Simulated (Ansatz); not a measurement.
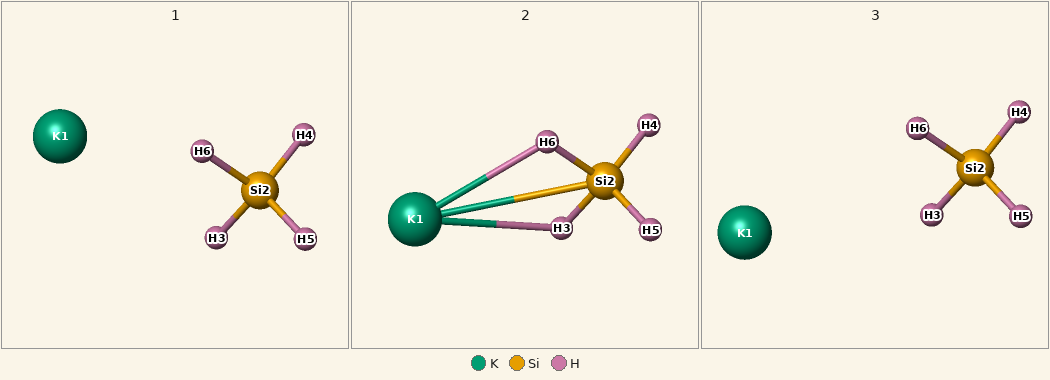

H4KSi, charge +1. Coordinates scanned: (1) separation of Si2 and K1 along their line in the relaxed pair; (2) sideways slip of K1. Nothing is relaxed (both partners rigid). The grid has 9 × 9 points. Points are written as (first, second). Energies are in meV, from the lowest grid point. All numbers below come from RKS r2SCAN0-D4/def2-TZVPD in Ansatz.

The numbered pictures are structures from this grid.

Question: Which is the most stable, and how do the others follow?

Answer: 2, at (3.413 Å, −0.55 Å): 8 meV; 1, at (3.567 Å, 1.65 Å): 39 meV; 3, at (4.148 Å, −1.10 Å): 64 meV.

The map, with the structures marked:

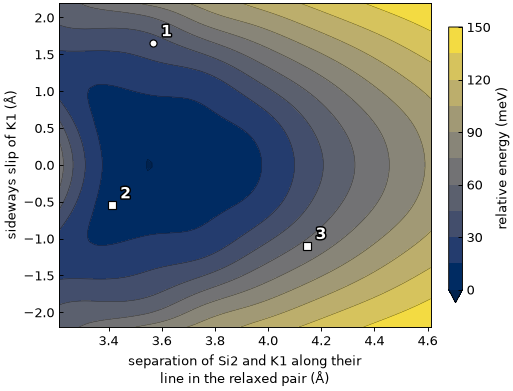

In the figure: filled contours. Between grid points the surface is interpolated.
